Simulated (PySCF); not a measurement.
**EPR calculation, with input and output: C5H7F2**

C5H7F2, multiplicity 2, computed with UKS B3LYP, pcH-1 on C F H, non-relativistic, mean-field spin-orbit, GIAO (PySCF 2.14.0).

It belongs to a series of runs on one base structure; here: H added to sp2 C.

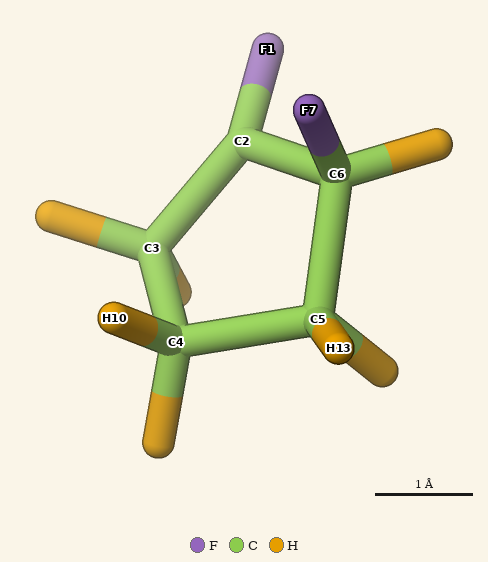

**Figure 1.** The structure as given in the input (stick view, seen at a tilt; atoms are numbered from 1 in the order of the input).

## Results in brief

```tsv
quantity	value
outcome	converged
total energy	−394.394056 hartree
⟨S²⟩	0.754
isotropic g	2.0033
hardware	1 CPU thread, shared host
wall time	74 s
peak memory	0.93 GiB
```

## Input
```
{"job": {"kind": "epr", "basis": "pcH-1"}, "charge": 0, "multiplicity": 2}
F     -1.583475     2.004223     0.441793
C     -0.795779     0.912112     0.438873
C     -1.283487    -0.378144    -0.101189
C      0.004105    -1.205690    -0.188696
C      1.111724    -0.169230    -0.417345
C      0.678064     1.040749     0.412857
F      1.224100     0.936481     1.703008
H     -2.043104    -0.841122     0.534152
H     -1.740743    -0.235347    -1.089996
H      0.176484    -1.719110     0.756907
H     -0.031504    -1.946788    -0.984178
H      1.155303     0.119334    -1.467633
H      2.091366    -0.528001    -0.107608
H      1.036270     2.010062     0.046890
```

The first line tells a small driver script what to run in PySCF; the rest is the geometry in Å.

Command:
```bash
OMP_NUM_THREADS=1 python <driver script> task.json out
```

## What the program printed
```
UKS, coarse grid
  cycle   1  E = -394.30395074  |g| = 5.05e-01
  cycle   2  E = -394.19754250  |g| = 7.98e-01
  cycle   3  E = -394.39154703  |g| = 7.31e-02
  cycle   4  E = -394.39314033  |g| = 4.19e-02
  cycle   5  E = -394.39394420  |g| = 6.49e-03
  cycle   6  E = -394.39396214  |g| = 3.77e-03
  cycle   7  E = -394.39396743  |g| = 1.25e-03
  cycle   8  E = -394.39396810  |g| = 5.05e-04
UKS, final grid
  cycle   1  E = -394.39405566  |g| = 6.49e-04
  cycle   2  E = -394.39405551  |g| = 9.34e-04
  cycle   3  E = -394.39405582  |g| = 9.83e-05
  cycle   4  E = -394.39405582  |g| = 1.46e-05
E = -394.39405582 Eh   <S^2> = 0.7537 (exact 0.7500)
g shifts (ppm)      1          2          3
  rmc          -208       -208       -208
  gc             17         57         40
  oz_so        -277       1285       2426
  total        -467       1134       2259
hyperfine (MHz)  atom isotope    a_iso     a_fc   dipolar eigenvalues
    0   19F     159.37     159.37   -249.43   -212.88    462.32
    1   13C     147.24     147.24    -82.65    -79.59    162.24
    2   13C     -21.81     -21.81     -2.23     -0.58      2.81
    3   13C      -0.32      -0.32     -1.05     -0.90      1.95
    4   13C       0.98       0.98     -1.56     -1.26      2.82
    5   13C     -29.95     -29.95     -3.90     -2.96      6.87
    6   19F     291.44     291.44    -89.27    -86.25    175.52
    7    1H      86.95      86.95     -5.04     -4.57      9.61
    8    1H     112.19     112.19     -4.53     -3.39      7.91
    9    1H      -1.81      -1.81     -2.92     -2.64      5.55
   10    1H      -3.26      -3.26     -1.88     -1.52      3.40
   11    1H       3.56       3.56     -3.18     -2.30      5.47
   12    1H      16.30      16.30     -2.19     -1.29      3.48
   13    1H      21.38      21.38     -5.45     -3.38      8.83
```

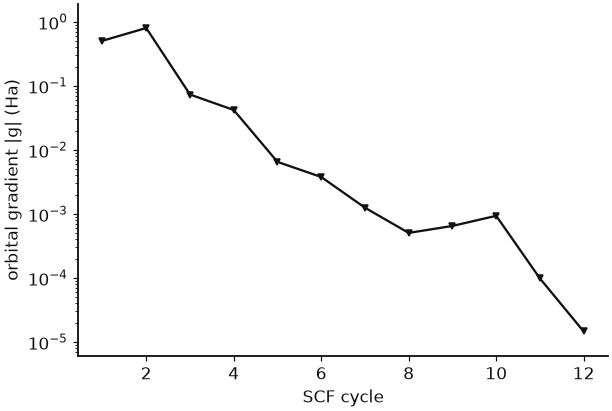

**Figure 2.** Convergence of the self-consistent field: orbital gradient |g| against the SCF cycle. All cycles printed in the log are drawn one after another.

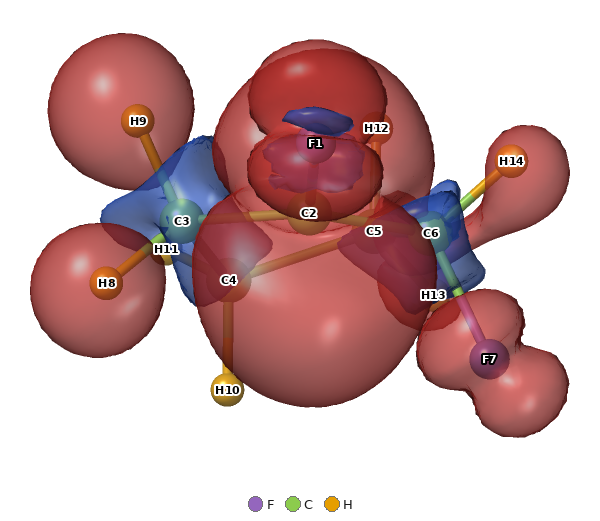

**Figure 3.** Isosurfaces of the spin density at +0.006 (red) and −0.006 e/Å³ (blue), seen from the side. The unpaired spin (1 electron) lies mostly on C2 (about 0.6) and F1 (about 0.1), in electrons by Hirshfeld's partition.

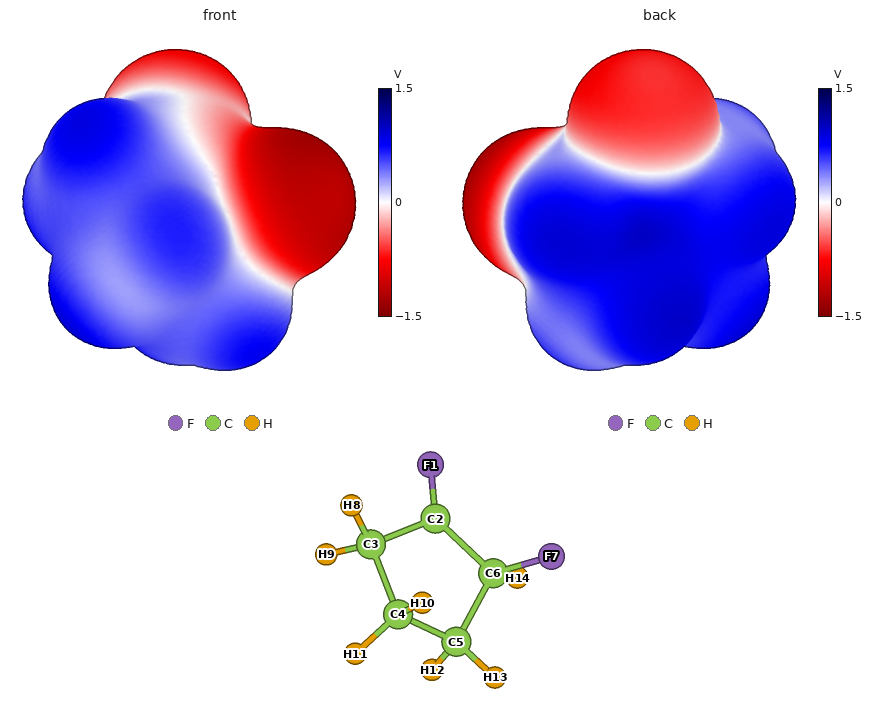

**Figure 4.** The molecular electrostatic potential painted on the density surface at 0.002 e/bohr³, seen at a tilt and from behind; red is negative and blue positive. The bare structure is drawn below in the same view.
